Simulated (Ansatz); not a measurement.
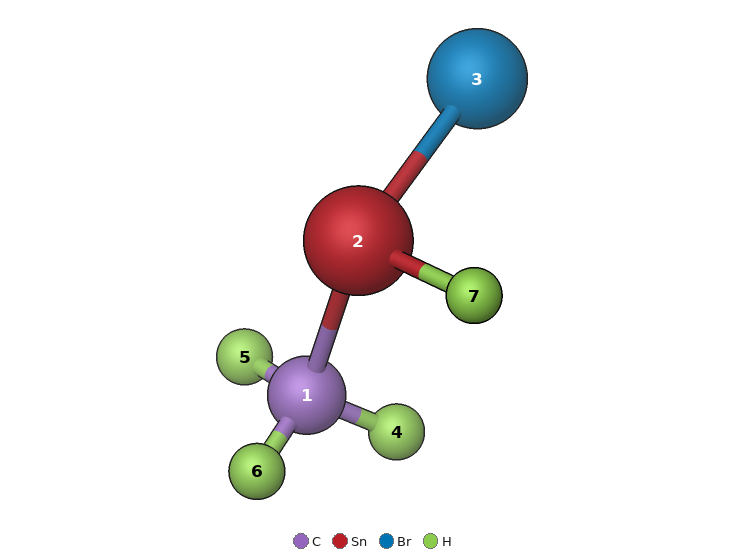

Charge 0, doublet. Computed geometry: PBE-D4/def2-SVP optimisation. No frequency run is at hand to confirm it as a minimum.

Give the bond lengths.

```json
{"bond": "C1–Sn2", "length (Å)": "2.199"}
{"bond": "C1–H4", "length (Å)": "1.107"}
{"bond": "C1–H5", "length (Å)": "1.106"}
{"bond": "C1–H6", "length (Å)": "1.106"}
{"bond": "Sn2–Br3", "length (Å)": "2.551"}
{"bond": "Sn2–H7", "length (Å)": "1.764"}
```
